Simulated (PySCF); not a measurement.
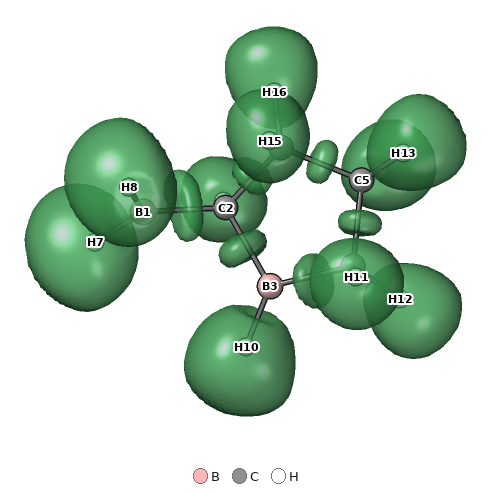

*C₄H₁₀B₂. Isosurface of the electron localisation function at 0.85 (green), seen across its widest extent. Core shells and regions of very low density are left out.*

Geometry: GFN2-xTB.

The calculation used wB97X-D/def2-SVPD, SCF density, gas phase (PySCF).

```xyz
16

B     2.2948   -0.0190    0.3587
C     0.9112    0.1100   -0.3355
B     0.0362    1.2814    0.2801
C    -1.4264    0.7239    0.4365
C    -1.4540   -0.5481   -0.4248
C    -0.0335   -1.1086   -0.3363
H     3.1494    0.7393    0.1043
H     2.4828   -0.8435    1.1685
H     1.0507    0.4585   -1.3675
H     0.4068    2.3572    0.5378
H    -1.5739    0.4481    1.4860
H    -2.2401    1.4061    0.1884
H    -2.2042   -1.2683   -0.0954
H    -1.6793   -0.2769   -1.4589
H     0.0849   -1.6551    0.6008
H     0.1869   -1.7961   -1.1542
```

What do the ELF domains correspond to?

Answer. At this value the surface marks out three regions between bonded B–C atoms (shared pairs), three regions between bonded C–C atoms (shared pairs) and ten regions around hydrogen nuclei. Along the contacts the grid gives the following. C–C (1.53 Å): the ELF peaks at about 0.95 between the atoms (localised, covalent bonding). C–B (1.55 Å): the ELF peaks at about 0.95 between the atoms, as expected for a covalent bond.
